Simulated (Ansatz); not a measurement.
# The perfect Au wire of staggered 5-rings, part 2 of 4

Aim: is the Au wire of staggered 5-rings a metal or a semiconductor?

Ansatz 0.2.0; DFT PBE, plane waves, PAW; relaxation of a wire's period (the session's first sound run).

So far. Step 2 (Relaxing the period): The cell's length comes to 4.534 Å with spin left out.

### Step 3. Bands of the perfect wire

This step: DFT PBE, plane waves, PAW; channels and complex bands of a perfect wire (Ansatz 0.2.0).

At the relaxed period the Bloch states of the perfect wire are found at each energy: those that move forward count the open channels, and those that decay describe how a disturbance dies away inside the wire itself. An energy step of 0.035 eV is under the 0.039 eV that the program asks for its thermal average at 300 K.

File input.yaml:

```yaml
crystal:
  lattice:
    - [11.704, 0.0, 0.0]
    - [0.0, 11.464, 0.0]
    - [0.0, 0.0, 4.5340791809]
  atoms:
    - { symbol: Au, position: [0.330395803, 0.626030062, 0.0] }
    - { symbol: Au, position: [0.330395803, 0.374001328, 0.0] }
    - { symbol: Au, position: [0.564970156, 0.704312954, 0.0] }
    - { symbol: Au, position: [0.564970156, 0.295718436, 0.0] }
    - { symbol: Au, position: [0.709552604, 0.500015695, 0.0] }
    - { symbol: Au, position: [0.290481417, 0.500015695, 0.5] }
    - { symbol: Au, position: [0.435063866, 0.704312954, 0.5] }
    - { symbol: Au, position: [0.435063866, 0.295718436, 0.5] }
    - { symbol: Au, position: [0.669638219, 0.626030062, 0.5] }
    - { symbol: Au, position: [0.669638219, 0.374001328, 0.5] }
kpoints:
  mp_grid: { grid: [1, 1, 18] }
  band_path: { path: ["Γ", Z], npoints: 50 }
scf:
  occupations: { method: fermi_dirac, width: 0.05 }
hamiltonian:
  xc: pbe
output:
  transmission:
    e_range: [-2, 2]
    de: 0.035
    kmesh: [1, 1]
    reduced_basis: true
    leads: [[0, 0]]
  dos: { e_range: [-5, 4] }
  write_potential: true
  write_density: true
  volumetric_format: npy
  elf: true
```

Command:

```console
> ansatz run input.yaml --threads 4 --pin off --max-ram 16384MiB --backend cpu --events-out ev --progress --plain --runs-dir out
```

Numbers of over 12 decimals in the logs are rounded to 6 here.

What it wrote:

```text
[...]
Crystal: 10 atoms, lattice volume = 608.359 Å³
Basis set: ecut = 420 eV, 11955 PW (Γ)
Bands: 114, of which v1, the nominal top of the filled ones, is band 95 counted from 1 (94 counted from 0)
Symmetry: 8 space group operations
[...]
k-points: 10 of 18
[...]
SCF iter   1: F=—  HF=-131488.086306 eV  |F-HF|=—  |Δ(HF+E_count)|=         —  Δρ=2.06e-3  dr2=1.19e-1  ethr=1.77e-3  ⟨swp⟩=6.6  Hψ=4477  notcnv=0  defer=37
[...]
SCF iter   7: F=-131488.083718 eV  HF=-131488.083718 eV  |F-HF|=2.14e-8  |Δ(HF+E_count)|=   1.03e-7  Δρ=2.30e-6  dr2=4.41e-8  ethr=5.26e-11  ⟨swp⟩=11.7  Hψ=4258  notcnv=0
SCF 1 converged in 7 iterations: F = -131488.083718 eV  dr2 = 4.41e-8
[...]
NSCF: frozen V_eff on 51 k-points
transmission: 6 of 36 steps passed
transmission: 12 of 36 steps passed
[...]
transmission: 36 of 36 steps passed
WARN: The output density's exchange-correlation potential varies sharply where the density is thin. Do not read a vacuum level from v_tot or v_xc, or from such a field of the output density. On a cell that repeats whose density bears no net charge and no dipole along the vacuum's axis use v_es (v_loc + v_h of the components); under efield.dipole_correction with no amplitude use v_es + v_field, which holds any externa [...]
SCF converged after 7 iterations
Free energy (F): -131488.083718 eV
[...]
Internal energy: -131488.052367 eV  (E = F + TS)
E sigma→0 (E₀):  -131488.068043 eV
Entropy (-TS):   -0.031351 eV (-3.135 meV/atom)
Fermi energy:    1.381477 eV
[...]
--- Band table (eV; the first three rows and the last of 10) ---
  k-point 0: bands = [... 91 lower, 0.3371, 0.9052, 0.9339, 1.3182, 3.2807, 3.3783, 3.3901, 4.6920, ... 15 higher]
  k-point 1: bands = [... 91 lower, 0.3311, 0.9115, 0.9402, 1.2728, 3.3169, 3.4077, 3.4197, 4.3490, ... 15 higher]
  k-point 2: bands = [... 91 lower, 0.3133, 0.9332, 0.9620, 1.1411, 3.4242, 3.4967, 3.5091, 3.6274, ... 15 higher]
  k-point 9: bands = [... 91 lower, 0.4740, 0.7261, 0.7261, 0.7280, 0.7280, 2.9577, 2.9577, 2.9802, ... 15 higher]
--- Transmission ---
  basis      : 1185 plane waves across, 6 finite elements along
  points     : 1, standing for a mesh of 1 x 1
  filling    : by the input's occupations and mesh, since the crystals that have channels conduct as metals do. If one of these is a semiconductor, that mesh has misplaced its level
  energies   : 115 from -2.000000 to 1.990000 eV about the Fermi level, 0.035000 eV apart; the leads are filled to 0.000000 eV, and channels, transmission and decay are at -0.005000 eV
  crystal 0  : Au10, at the sites [0, 0], period 4.5341 Å: whole cells are its period
    offset         : up to 0.0000 Å between an atom of the period and one for which it stands
    filled         : 26.3 meV under the level at which it is neutral
    channels       : 5.000000e0 a spin
    conductance    : 2.9329e14 S/m² at 300 K; may be off by some 0.0 % by where its bands' edges are placed, 1.0 % from the distance to neutral
```

Run time: 10 min. Hardware: 4 threads of Arm Neoverse V2, shared host; peak memory 3.6 GiB.

Numbers from this step:

```yaml
energy_at_zero_smearing: -131488.0680 eV
channels_at_the_energy_nearest_the_fermi_level_one_spin: 5
conductance_of_the_lead_as_this_run_defines_it: 5.079 G₀
band_gap: 0 eV
```

Table of open channels of the lead, one spin by energy, zero at the Fermi level:

```csv
energy (eV),"open channels of the lead, one spin"
-2.000,15
-1.790,6
-1.615,12
-1.405,10
-1.195,13
-0.985,8
-0.810,4
-0.600,4
-0.390,6
-0.215,6
-0.005,5
0.205,5
0.415,5
0.590,5
0.800,5
1.010,5
1.185,5
1.395,5
1.605,5
1.815,5
```

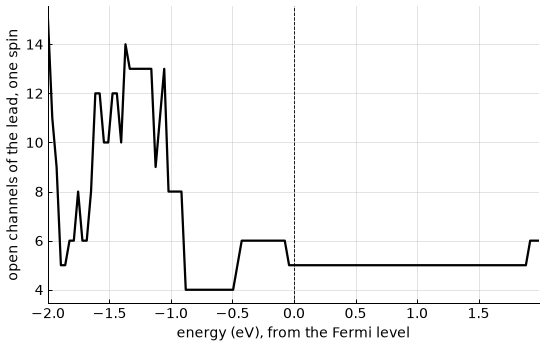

Open channels of the lead, one spin against energy.

The slowest values at each energy, most degenerate partners merged, listed up to 1.5 1/Å. Im kz of the slowest decaying states against energy, zero at the Fermi level:

```csv
energy (eV),decay 1 (Å⁻¹),decay 2 (Å⁻¹),decay 3 (Å⁻¹),decay 4 (Å⁻¹)
-2.000,0.160,0.213,0.273,0.273
-1.510,0.0514,0.0546,0.0605,0.184
-0.985,0.130,0.132,0.238,0.305
-0.495,0.146,0.288,0.342,0.343
-0.005,0.0866,0.391,0.392,0.458
0.485,0.254,0.414,0.415,0.484
1.010,0.340,0.382,0.431,0.431
1.500,0.253,0.328,0.331,0.393
```

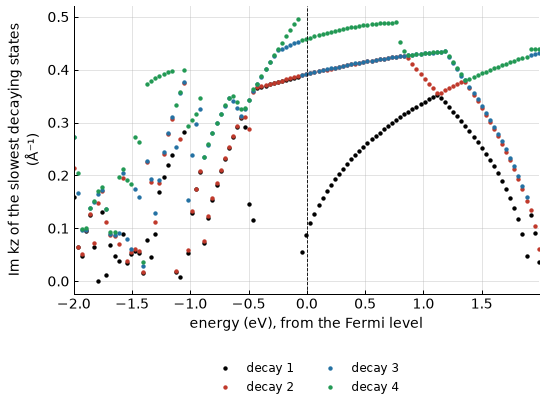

Im kz of the slowest decaying states against energy.

Electronic bands along the path, in eV, zero at the Fermi level:

```csv
point,band 92,band 93,band 94,band 95,band 96,band 97,band 98,band 99
Γ,-1.04,-0.48,-0.45,-0.06,1.90,2.00,2.01,3.31
Z,-0.91,-0.66,-0.66,-0.65,-0.65,1.58,1.58,1.60
```

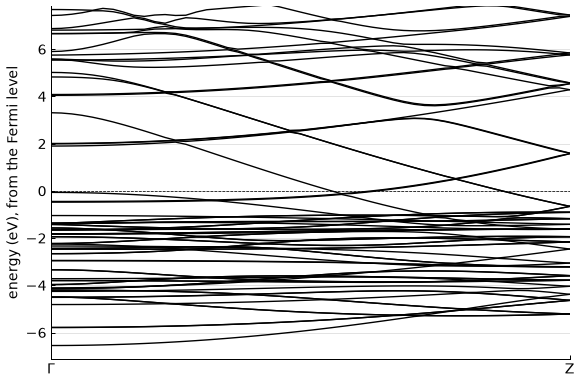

Electronic bands along the path.

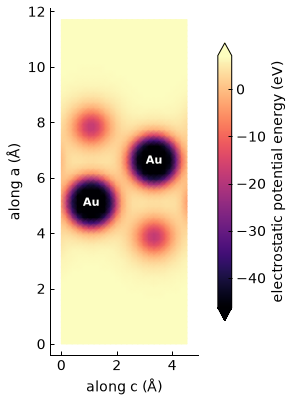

Electrostatic potential energy in the ca plane at fractional y = 0.296, with atoms of Au within 0.2 Å of it. With pseudopotentials it is smooth inside the atoms' cores, unlike the true potential. The map starts off the cell's origin, so that atoms lie inside it.

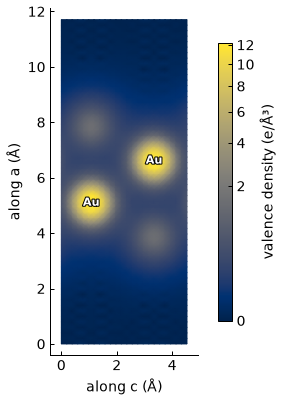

Valence density in the ca plane at fractional y = 0.296, with atoms of Au within 0.2 Å of it. It is the smooth field of the valence electrons, not physical close to the nuclei. The map starts off the cell's origin, so that atoms lie inside it. The colour scale is stretched toward low values.

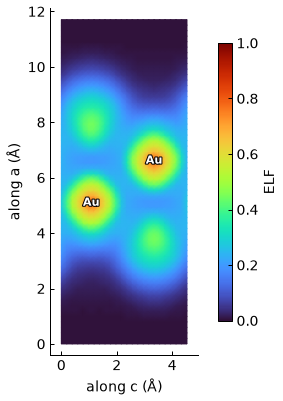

ELF in the ca plane at fractional y = 0.296, with atoms of Au within 0.2 Å of it. It is the smooth field of the valence electrons, not physical close to the nuclei. The map starts off the cell's origin, so that atoms lie inside it.

By hand: the program gives 2.9329 × 10^14 S/m² over the cell's cross-section of 134.17 Å² = 1.342 × 10^-18 m², so one cell conducts 3.935 × 10^-4 S. Divided by G0 = 2e²/h = 7.748 × 10^-5 S this is 5.08 G0, a resistance of 2.54 kΩ.

At the computed energy nearest the Fermi level there are 5 channels a spin, and the thermal average gives 5.08 G₀.

### Step 4. Levels at the same atoms, level LDA, cutoff 420 eV

This step: DFT LDA, plane waves, PAW; bands of a perfect wire at the PBE geometry (Ansatz 0.2.0).

The atoms stay at the PBE geometry and the functional changes. At fixed atoms LDA and the gradient-corrected functionals usually give like bands; this run checks that. Against the first PBE run of this kind, the mesh along the wire has 14 points against 18.

input.yaml, as its differences from that of step 3:

```diff
@@ -17,3 +17,3 @@
 kpoints:
-  mp_grid: { grid: [1, 1, 18] }
+  mp_grid: { grid: [1, 1, 14] }
   band_path: { path: ["Γ", Z], npoints: 50 }
@@ -22,14 +22,2 @@
 hamiltonian:
-  xc: pbe
-output:
-  transmission:
-    e_range: [-2, 2]
-    de: 0.035
-    kmesh: [1, 1]
-    reduced_basis: true
-    leads: [[0, 0]]
-  dos: { e_range: [-5, 4] }
-  write_potential: true
-  write_density: true
-  volumetric_format: npy
-  elf: true
+  xc: lda
```

What it wrote:

```text
[...]
Crystal: 10 atoms, lattice volume = 608.359 Å³
Basis set: ecut = 420 eV, 11955 PW (Γ)
Bands: 114, of which v1, the nominal top of the filled ones, is band 95 counted from 1 (94 counted from 0)
Symmetry: 8 space group operations
[...]
k-points: 8 of 14
[...]
SCF iter   1: F=—  HF=-128640.757818 eV  |F-HF|=—  |Δ(HF+E_count)|=         —  Δρ=3.80e-3  dr2=1.47e-1  ethr=1.77e-3  ⟨swp⟩=6.8  Hψ=3607  notcnv=0  defer=34
[...]
SCF iter   7: F=-128640.742824 eV  HF=-128640.742824 eV  |F-HF|=5.48e-8  |Δ(HF+E_count)|=   3.02e-7  Δρ=2.26e-6  dr2=6.79e-8  ethr=5.26e-11  ⟨swp⟩=11.9  Hψ=3556  notcnv=0
SCF 1 converged in 7 iterations: F = -128640.742824 eV  dr2 = 6.79e-8
[...]
SCF converged after 7 iterations
Free energy (F): -128640.742824 eV
[...]
Internal energy: -128640.708271 eV  (E = F + TS)
E sigma→0 (E₀):  -128640.725547 eV
Entropy (-TS):   -0.034552 eV (-3.455 meV/atom)
Fermi energy:    1.001233 eV
[...]
--- Band table (eV; the first three rows and the last of 8) ---
  k-point 0: bands = [... 91 lower, -0.0069, 0.5081, 0.5341, 0.9413, 2.8936, 2.9501, 2.9607, 4.2400, ... 15 higher]
  k-point 1: bands = [... 91 lower, -0.0170, 0.5180, 0.5441, 0.8660, 2.9537, 2.9988, 3.0095, 3.7086, ... 15 higher]
  k-point 2: bands = [... 91 lower, -0.0464, 0.5555, 0.5816, 0.6518, 2.7121, 3.1305, 3.1471, 3.1582, ... 15 higher]
  k-point 7: bands = [... 91 lower, 0.1117, 0.3103, 0.3103, 0.3122, 0.3122, 2.5265, 2.5265, 2.5465, ... 15 higher]
```

Run time: 32 s. Hardware: 4 threads; peak memory 2.3 GiB.

This step gave:

| Item | Value |
| --- | --- |
| energy at zero smearing | -128640.7255 eV |

Electronic bands along the path, in eV, zero at the Fermi level:

```csv
point,band 92,band 93,band 94,band 95,band 96,band 97,band 98,band 99
Γ,-1.01,-0.49,-0.47,-0.06,1.89,1.95,1.96,3.24
Z,-0.89,-0.69,-0.69,-0.69,-0.69,1.53,1.53,1.55
```

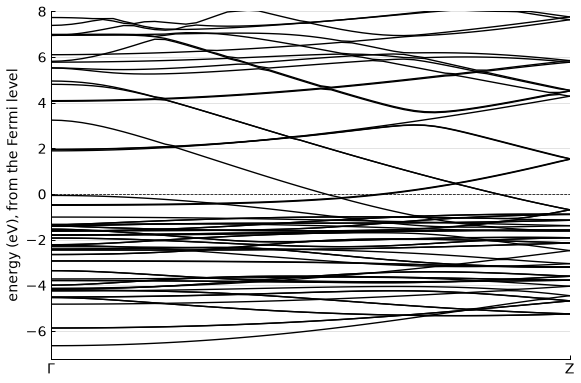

Electronic bands along the path.

Bands cross the Fermi level, as under PBE at the relaxed period.

### Step 5. Another level of theory, level PBEsol, cutoff 420 eV

This step: DFT PBEsol, plane waves, PAW; bands of a perfect wire at the PBE geometry (Ansatz 0.2.0).

The atoms stay at the PBE geometry and the functional changes. At fixed atoms LDA and the gradient-corrected functionals usually give like bands; this run checks that. Against the first PBE run of this kind, the mesh along the wire has 14 points against 18.

input.yaml, as its differences from that of step 4:

```diff
@@ -22,2 +22,2 @@
 hamiltonian:
-  xc: lda
+  xc: pbesol
```

What it wrote:

```text
[...]
Crystal: 10 atoms, lattice volume = 608.359 Å³
Basis set: ecut = 420 eV, 11955 PW (Γ)
Bands: 114, of which v1, the nominal top of the filled ones, is band 95 counted from 1 (94 counted from 0)
Symmetry: 8 space group operations
[...]
k-points: 8 of 14
[...]
--- Band table (eV; the first three rows and the last of 8) ---
  k-point 0: bands = [... 91 lower, 0.2239, 0.7707, 0.7968, 1.1890, 3.1676, 3.2336, 3.2442, 4.4901, ... 15 higher]
  k-point 1: bands = [... 91 lower, 0.2139, 0.7808, 0.8069, 1.1139, 3.2275, 3.2820, 3.2927, 3.9666, ... 15 higher]
  k-point 2: bands = [... 91 lower, 0.1845, 0.8188, 0.8449, 0.9001, 2.9764, 3.4038, 3.4293, 3.4405, ... 15 higher]
  k-point 7: bands = [... 91 lower, 0.3529, 0.5693, 0.5693, 0.5711, 0.5711, 2.7897, 2.7897, 2.8096, ... 15 higher]
[key lines of the parts left out:]
SCF converged after 7 iterations
Free energy (F): -130063.522643 eV
Fermi energy:    1.260904 eV
```

The job ended after 32 s (4 threads; peak memory 2.3 GiB).

Electronic bands along the path, in eV, zero at the Fermi level:

```csv
point,band 92,band 93,band 94,band 95,band 96,band 97,band 98,band 99
Γ,-1.04,-0.49,-0.46,-0.07,1.91,1.97,1.98,3.23
Z,-0.91,-0.69,-0.69,-0.69,-0.69,1.53,1.53,1.55
```

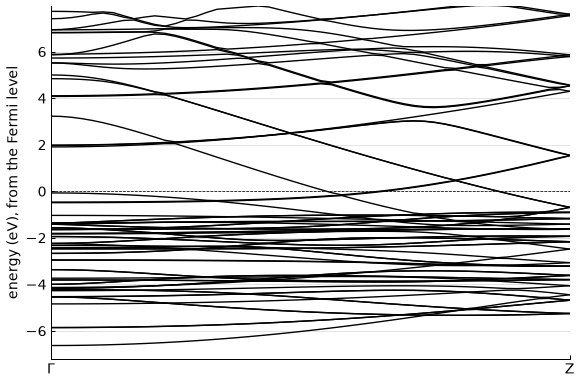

Electronic bands along the path.

Bands cross the Fermi level, as under PBE at the relaxed period.

### Step 6. Another level of theory, level r2SCAN, cutoff 500 eV

This step: DFT r2SCAN, plane waves, PAW; bands of a perfect wire at the PBE geometry (Ansatz 0.2.0).

The atoms stay at the PBE geometry and the functional changes. r2SCAN also reads the kinetic-energy density; it often gives larger moments and wider gaps than PBE, at a higher cost. Against the first PBE run of this kind, the cutoff is 500 eV against 420 and the mesh along the wire has 14 points against 18.

input.yaml, as its differences from that of step 5:

```diff
@@ -22,2 +22,2 @@
 hamiltonian:
-  xc: pbesol
+  xc: r2scan
```

What it wrote:

```text
[...]
Crystal: 10 atoms, lattice volume = 608.359 Å³
Basis set: ecut = 500 eV, 15439 PW (Γ), exchange–correlation on 360×360×144 points (64 copies of the dense FFT grid, shifted against one another)
Bands: 114, of which v1, the nominal top of the filled ones, is band 95 counted from 1 (94 counted from 0)
Symmetry: 8 space group operations
[...]
k-points: 8 of 14
[...]
--- Band table (eV; the first three rows and the last of 8) ---
  k-point 0: bands = [... 91 lower, 0.0449, 0.7443, 0.7717, 1.1064, 3.3194, 3.3789, 3.3902, 4.8089, ... 15 higher]
  k-point 1: bands = [... 91 lower, 0.0348, 0.7573, 0.7847, 1.0299, 3.3801, 3.4314, 3.4429, 4.2471, ... 15 higher]
  k-point 2: bands = [... 91 lower, 0.0050, 0.8049, 0.8121, 0.8323, 3.1999, 3.5589, 3.5908, 3.6028, ... 15 higher]
  k-point 7: bands = [... 91 lower, 0.2071, 0.5786, 0.5786, 0.5803, 0.5803, 2.9559, 2.9559, 2.9785, ... 15 higher]
[key lines of the parts left out:]
SCF converged after 8 iterations
Free energy (F): -131628.690627 eV
Fermi energy:    1.303990 eV
```

The job ended after 59 s (4 threads; peak memory 3.7 GiB; 3.9 min of CPU time).

The electronic bands at the labelled points (eV, zero at the Fermi level):

```csv
point,band 92,band 93,band 94,band 95,band 96,band 97,band 98,band 99
Γ,-1.26,-0.56,-0.53,-0.20,2.02,2.07,2.09,3.50
Z,-1.10,-0.73,-0.73,-0.72,-0.72,1.65,1.65,1.67
```

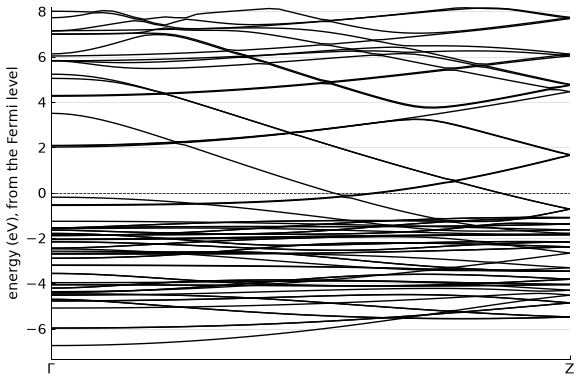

Electronic bands along the path.

Bands cross the Fermi level, as under PBE at the relaxed period.

[end of part 2 of 4]

[Logs are printed without paths, hosts, clocks, repeated set-up lines and the standing remarks that a program may print on its own settings, such as how far it seeks lower states.]

[Hosts, paths, dates, database ids (printed as entryN), source tags and the programs' standing remarks are cut or masked in the printed files.]
